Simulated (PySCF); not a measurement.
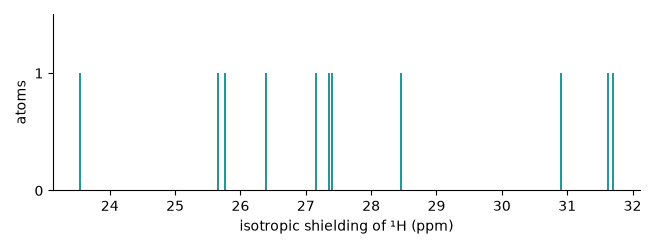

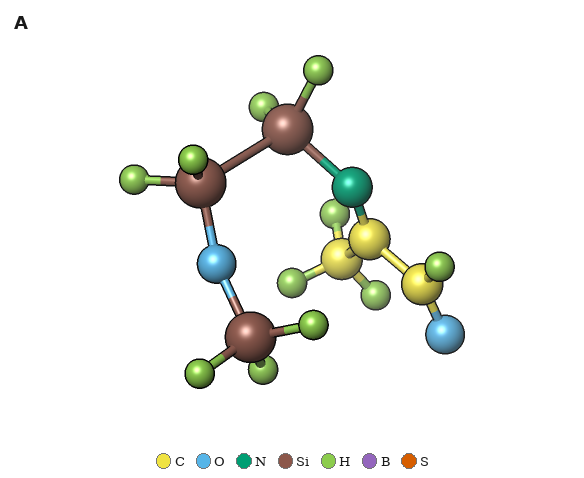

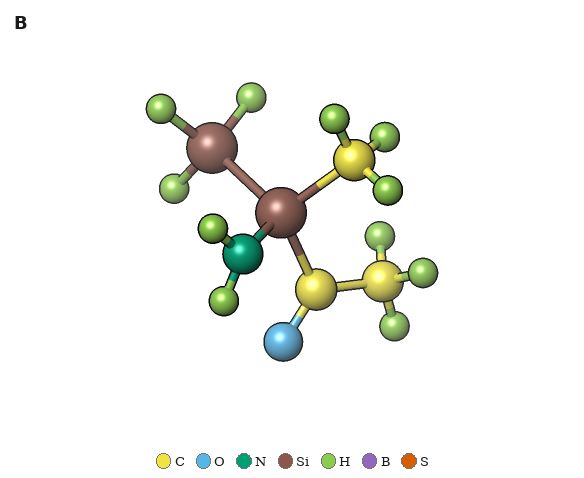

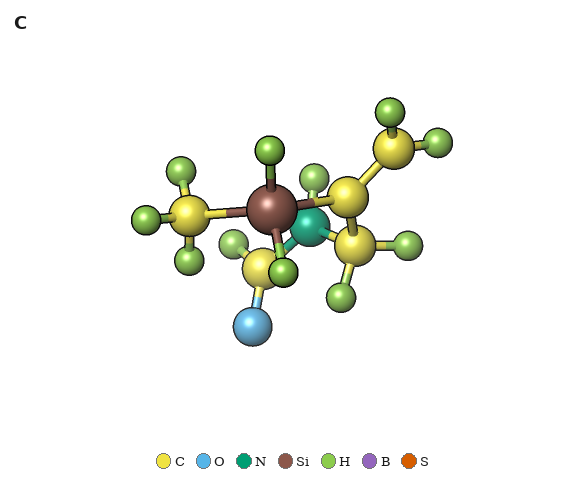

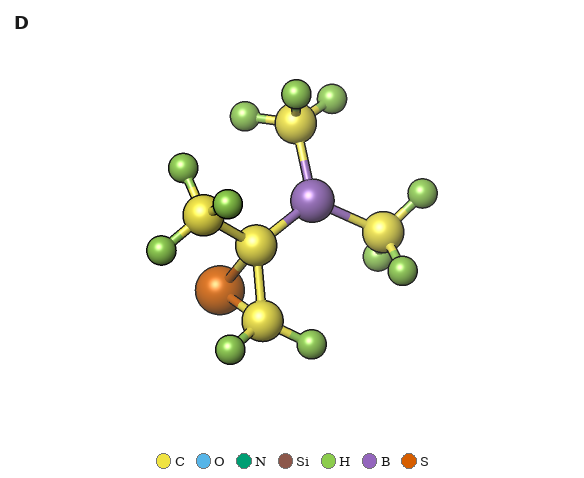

The sticks are computed shieldings of one of the molecules, for one fixed geometry (GFN2-xTB) without averaging over rotations. Low shielding means a high chemical shift. Method: GIAO PBE0/pcSseg-1 NMR shielding, non-relativistic, gas phase (PySCF 2.14.0).

Match the spectrum to a structure.

Answer. C, `C=C(CNC=O)[SiH2]C`. Its 11 H atoms give lines at 23.54, 25.65, 25.76, 26.39, 27.15, 27.35, 27.40, 28.46, 30.91, 31.63, 31.70 ppm.

The geometry is semi-empirical. Around B, Si such bond lengths and angles can be off by a tenth of an ångström or more and by several degrees, and values that hang on the shape move with them.
